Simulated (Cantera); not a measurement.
Input: 1 mol CH3F, 1.2 mol HCl, 2.6 mol H2, at 13.3 mbar.

Cantera equilibrium calculation (NASA polynomials, part measured and part estimated; ideal gas, pure solids and liquids). Candidate condensed phases: C, C6H6, C7H8, C8H18; 135 gas species. Ions and electrons are included (thermal ionisation). Kinetics and transport are ignored.

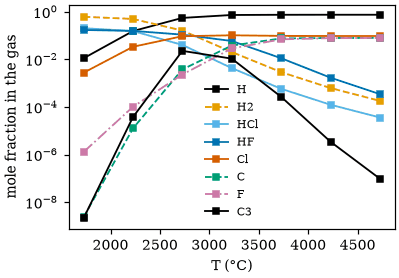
*Equilibrium gas composition (values under 1e-9 drawn at 1e-9)*

From 1727 °C to 2227 °C the condensed part is C(graphite). From 2727 °C to 4727 °C nothing is condensed. The main C-bearing gas is C2H2 (acetylene) at 1727 °C and C at 4727 °C.
